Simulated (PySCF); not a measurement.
# C₁₀HF₅O₃: NMR shifts at several levels of theory, part 2 of 2

PySCF 2.14.0. Atoms count from 0.

## Step 6: NMR shieldings: KT2/pcSseg-1

Job settings and geometry (Å):

```
{"job": {"kind": "nmr", "xc": "KT2", "basis": "pcSseg-1", "pop": false}, "charge": 0, "multiplicity": 1}
O      2.602686    -2.107770    -0.529936
C      2.740735    -1.066915     0.054156
O      3.888844    -0.678221     0.613836
C      1.678829    -0.046786     0.205376
C      1.864571     1.275837     0.414246
F      2.974895     1.920768     0.615126
C      0.565311     2.034544     0.337843
O      0.434087     3.220738     0.470098
C     -0.444213     0.978234     0.070898
C     -1.811149     1.093057    -0.071609
F     -2.434357     2.248029    -0.008524
C     -2.566495    -0.070844    -0.289522
F     -3.874396     0.002745    -0.436765
C     -1.925123    -1.298965    -0.339516
F     -2.631119    -2.392168    -0.528392
C     -0.526166    -1.415058    -0.180715
F     -0.031947    -2.632924    -0.201577
C      0.222605    -0.268840     0.002806
H      4.538022    -1.374282     0.427711
```

Level: GIAO KT2/pcSseg-1 NMR shielding, non-relativistic, gas phase.

The log of the run:

```text
coarse grid: 20168 points
cycle   1  E = -1122.1073286928  dE =  4.019e+00  |g| = 1.790e+00  |ddm| = 5.418e+00
cycle   2  E = -1114.9378937304  dE =  7.169e+00  |g| = 5.034e+00  |ddm| = 8.873e+00
cycle   3  E = -1121.6250345263  dE = -6.687e+00  |g| = 1.770e+00  |ddm| = 8.060e+00
cycle   4  E = -1122.6128170730  dE = -9.878e-01  |g| = 4.341e-01  |ddm| = 2.619e+00
cycle   5  E = -1122.4931240905  dE =  1.197e-01  |g| = 7.569e-01  |ddm| = 1.447e+00
cycle   6  E = -1122.6570431570  dE = -1.639e-01  |g| = 1.915e-01  |ddm| = 1.010e+00
cycle   7  E = -1122.6639987575  dE = -6.956e-03  |g| = 9.514e-02  |ddm| = 3.128e-01
cycle   8  E = -1122.6659009194  dE = -1.902e-03  |g| = 3.586e-02  |ddm| = 1.453e-01
cycle   9  E = -1122.6661676778  dE = -2.668e-04  |g| = 1.344e-02  |ddm| = 5.106e-02
cycle  10  E = -1122.6662017033  dE = -3.403e-05  |g| = 3.444e-03  |ddm| = 1.894e-02
cycle  11  E = -1122.6662041450  dE = -2.442e-06  |g| = 1.681e-03  |ddm| = 6.045e-03
final grid: 209096 points
cycle  12  E = -1122.9980989370  dE = -2.385e-04  |g| = 6.729e-02  |ddm| = 1.961e-01
cycle  13  E = -1122.9952032243  dE =  2.896e-03  |g| = 1.465e-01  |ddm| = 2.238e-01
cycle  14  E = -1122.9987306537  dE = -3.527e-03  |g| = 1.987e-02  |ddm| = 1.730e-01
cycle  15  E = -1122.9988173077  dE = -8.665e-05  |g| = 3.948e-03  |ddm| = 2.874e-02
cycle  16  E = -1122.9988201874  dE = -2.880e-06  |g| = 1.585e-03  |ddm| = 6.319e-03
cycle  17  E = -1122.9988206449  dE = -4.575e-07  |g| = 6.843e-04  |ddm| = 2.363e-03
cycle  18  E = -1122.9988207714  dE = -1.265e-07  |g| = 2.255e-04  |ddm| = 1.111e-03
cycle  19  E = -1122.9988207825  dE = -1.112e-08  |g| = 9.717e-05  |ddm| = 3.453e-04
cycle  20  E = -1122.9988207847  dE = -2.191e-09  |g| = 3.046e-05  |ddm| = 1.409e-04
cycle  21  E = -1122.9988207848  dE = -1.537e-10  |g| = 1.294e-05  |ddm| = 4.346e-05
converged SCF energy = -1122.9988207848

GIAO shielding tensors (ppm)
atom      isotropic    diamagn.    paramagn.     s11        s22        s33       span
  0 O      -95.308     405.804    -501.112   -308.467   -214.258    236.801    545.268
  1 C       30.209     247.454    -217.246    -58.314     73.031     75.909    134.223
  2 O      114.660     386.508    -271.847    -31.143    132.798    242.326    273.469
  3 C       67.759     257.834    -190.075     -8.137     81.709    129.704    137.841
  4 C       27.582     257.423    -229.842    -57.636     67.521     72.860    130.496
  5 F      273.310     469.174    -195.864    165.409    199.087    455.434    290.026
  6 C        9.694     246.313    -236.619    -67.638     27.806     68.915    136.553
  7 O     -302.017     393.375    -695.393   -924.111   -347.245    365.305   1289.416
  8 C       82.712     271.439    -188.727     26.613     70.496    151.027    124.414
  9 C       38.850     245.693    -206.843      3.567     26.970     86.012     82.445
 10 F      294.364     473.360    -178.995    187.544    230.242    465.307    277.763
 11 C       42.373     261.285    -218.912     13.873     20.301     92.945     79.072
 12 F      322.855     470.677    -147.822    244.900    269.525    454.140    209.240
 13 C       35.811     260.043    -224.232      0.517     15.391     91.525     91.008
 14 F      306.935     471.654    -164.719    217.085    249.474    454.246    237.161
 15 C       40.454     244.386    -203.932      3.463     30.514     87.385     83.921
 16 F      291.645     475.102    -183.456    214.349    234.589    425.996    211.647
 17 C       70.666     259.355    -188.689     17.050     45.702    149.245    132.195
 18 H       25.229      26.114      -0.885     19.989     22.696     33.002     13.013
```

Wall time 85 s (8 threads of Arm Neoverse N1, shared host).

In short: δ C6 173.5, C4 155.6, C1 153.0, C13 147.4, H18 5.95 ppm.

## Step 7: NMR shieldings: HF/pcSseg-1

Same as in step 6 but for these lines:

```diff
@@ -1,2 +1,2 @@
-{"job": {"kind": "nmr", "xc": "KT2", "basis": "pcSseg-1", "pop": false}, "charge": 0, "multiplicity": 1}
+{"job": {"kind": "nmr", "xc": "HF", "basis": "pcSseg-1", "pop": false}, "charge": 0, "multiplicity": 1}
 O      2.602686    -2.107770    -0.529936
```

Method: GIAO HF/pcSseg-1 NMR shielding, non-relativistic, gas phase.

The log of the run:

```text
final grid: 209096 points
cycle   1  E = -1100.2075507390  dE =  5.974e+00  |g| = 1.612e+00  |ddm| = 5.477e+00
cycle   2  E = -1100.5215553198  dE = -3.140e-01  |g| = 1.261e+00  |ddm| = 2.807e+00
cycle   3  E = -1100.8007658453  dE = -2.792e-01  |g| = 1.878e-01  |ddm| = 1.568e+00
cycle   4  E = -1100.8101013444  dE = -9.335e-03  |g| = 7.865e-02  |ddm| = 2.913e-01
cycle   5  E = -1100.8119986175  dE = -1.897e-03  |g| = 2.626e-02  |ddm| = 1.449e-01
cycle   6  E = -1100.8122940076  dE = -2.954e-04  |g| = 1.025e-02  |ddm| = 5.260e-02
cycle   7  E = -1100.8123769471  dE = -8.294e-05  |g| = 4.499e-03  |ddm| = 4.119e-02
cycle   8  E = -1100.8123897579  dE = -1.281e-05  |g| = 1.812e-03  |ddm| = 1.501e-02
cycle   9  E = -1100.8123924520  dE = -2.694e-06  |g| = 6.661e-04  |ddm| = 6.993e-03
cycle  10  E = -1100.8123928397  dE = -3.877e-07  |g| = 3.346e-04  |ddm| = 2.276e-03
cycle  11  E = -1100.8123929281  dE = -8.844e-08  |g| = 1.302e-04  |ddm| = 9.755e-04
cycle  12  E = -1100.8123929484  dE = -2.023e-08  |g| = 6.169e-05  |ddm| = 4.087e-04
cycle  13  E = -1100.8123929535  dE = -5.101e-09  |g| = 2.899e-05  |ddm| = 2.451e-04
cycle  14  E = -1100.8123929545  dE = -9.950e-10  |g| = 1.106e-05  |ddm| = 1.082e-04
converged SCF energy = -1100.8123929545

GIAO shielding tensors (ppm)
atom      isotropic    diamagn.    paramagn.     s11        s22        s33       span
  0 O     -108.356     402.355    -510.711   -358.625   -261.391    294.948    653.573
  1 C       24.177     241.170    -216.993    -89.154     68.382     93.302    182.456
  2 O      150.945     388.458    -237.513     -1.753    176.760    277.828    279.582
  3 C       69.360     257.651    -188.291    -31.469     95.578    143.971    175.441
  4 C       23.988     255.226    -231.237    -97.297     81.027     88.235    185.531
  5 F      336.526     473.347    -136.821    232.136    290.689    486.755    254.619
  6 C        6.627     245.440    -238.813   -106.729     35.677     90.933    197.662
  7 O     -375.361     394.078    -769.439  -1056.538   -478.118    408.573   1465.110
  8 C       83.061     268.627    -185.566      9.820     73.788    165.576    155.756
  9 C       38.694     244.958    -206.263    -32.041     37.373    110.751    142.792
 10 F      355.515     477.867    -122.352    265.853    313.470    487.221    221.368
 11 C       46.305     259.202    -212.896     -8.899     33.130    114.685    123.584
 12 F      385.353     478.039     -92.686    326.420    347.875    481.765    155.344
 13 C       37.136     257.581    -220.445    -29.848     28.146    113.109    142.958
 14 F      366.668     477.629    -110.962    303.931    315.131    480.941    177.010
 15 C       44.218     240.729    -196.510    -22.656     42.923    112.388    135.044
 16 F      359.590     476.550    -116.960    301.263    318.439    459.070    157.807
 17 C       64.379     258.325    -193.946    -11.163     38.432    165.868    177.031
 18 H       24.941      25.269      -0.328     19.571     20.512     34.741     15.169
```

Wall time 1.8 min (8 threads of Arm Neoverse N1, shared host).

In short: δ C6 184.2, C4 166.9, C1 166.7, C13 153.7, H18 6.74 ppm.

## Step 8: Side by side: NMR shifts

Shifts (ppm) of some atoms, chosen among heavy atoms and hydrogens apart, with basis size and wall time:

| run | H18 | O7 | O2 | F10 | F14 | F12 | functions | time |
| --- | --- | --- | --- | --- | --- | --- | --- | --- |
| PBE0/pcSseg-1 | 6.34 | 704.8 | 216.6 | -131.3 | -144.0 | -159.5 | 311 | 2.4 min |
| PBE/pcSseg-1 | 6.09 | 692.2 | 229.3 | -142.1 | -154.9 | -171.3 | 311 | 82 s |
| wB97X-D/pcSseg-1 | 6.41 | 697.6 | 212.0 | -128.9 | -142.0 | -156.7 | 311 | 3.2 min |
| KT2/pcSseg-1 | 5.95 | 632.7 | 216.0 | -155.8 | -168.4 | -184.3 | 311 | 85 s |
| HF/pcSseg-1 | 6.74 | 708.7 | 182.4 | -109.2 | -120.3 | -139.0 | 311 | 1.8 min |

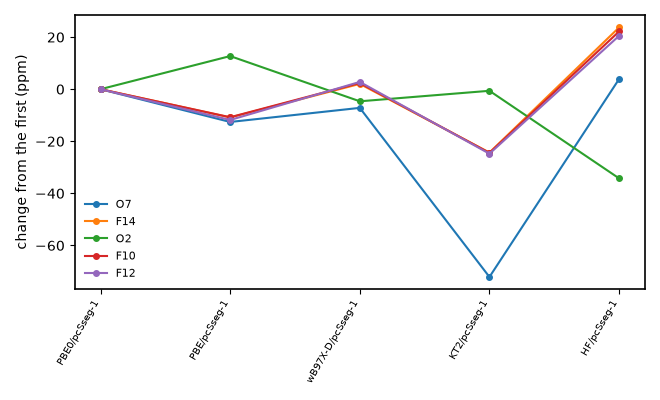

How five of the tabulated atoms move from run to run.

## Step 9: Summary of results

What follows sums up all 2 parts.

| quantity | value |
| --- | --- |
| point group | C1 |
| rotational constants (main isotopes) | 0.61, 0.35, 0.22 GHz |
| ¹³C shifts against TMS (PBE0/pcSseg-1) | 186.3, 165.5, 163.2, 155.3, 152.3, 150.2, 148.5, 124.9, 123.0, 108.6 ppm |
| ¹H shifts against TMS (PBE0/pcSseg-1) | 6.34 ppm |
| ¹⁷O shifts against H2O (PBE0/pcSseg-1) | 704.8, 455.3, 216.6 ppm |
| ¹⁹F shifts against CFCl3 (PBE0/pcSseg-1) | -109.5, -129.9, -131.3, -144.0, -159.5 ppm |
| range of the shift of O7 | 632.7 to 708.7 ppm |

Single values in the summary come from the first sound run of each kind (PBE0/pcSseg-1), which need not be the best level. The optimisation took 19 steps and gained 0.067 eV; among the close pairs (by a distance rule), C3–C17 changed most, from 1.468 to 1.487 Å. C6 (ketone carbonyl carbon) lies farthest downfield among carbon, at 186.3 ppm; the double bond to the heteroatom, with no lone-pair donor beside it, deshields it most. At PBE0/pcSseg-1: The widest tensor belongs to O7: span 1464 ppm, with a paramagnetic part of -763 ppm. NICS(1)zz of -15 ppm above the planar ring from C8 marks a diatropic (aromatic) ring current. In ppm, O7 moves most: its shift spreads over 76.0 ppm, from 632.7 (KT2/pcSseg-1) to 708.7 (HF/pcSseg-1).
